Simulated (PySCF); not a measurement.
Vertical excitations of a molecule C6H8 from TDDFT-B3LYP/def2-SVPD run with PySCF, as energy in eV (oscillator strength): 5.99 (0.001), 6.38 (0.016), 6.58 (0.003), 6.76 (0.020), 7.10 (0.059), 7.22 (0.014), 7.35 (0.019), 7.46 (0.050), 7.53 (0.016), 7.77 (0.004). Lowest triplet (TDA): 5.17 eV. Coordinates come from a B3LYP-D3(BJ)/def2-SVP optimisation. One conformer was computed; it need not be the lowest.

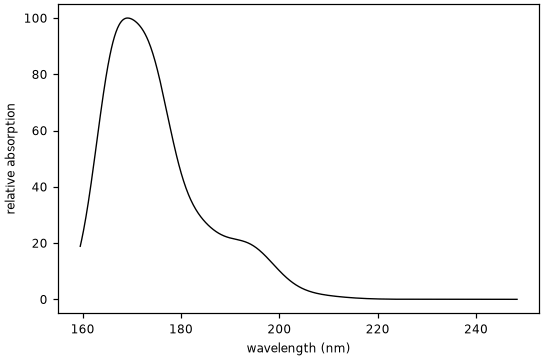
The lines broadened by 0.4 eV.

Problem. Pick the molecule that these values belong to.
A. C=C(C)C#CC
B. C=CC1=CCC1
C. C#C[C@@H]1C[C@@H]1C
D. C#CC1CCC1

Solution. C, C#C[C@@H]1C[C@@H]1C
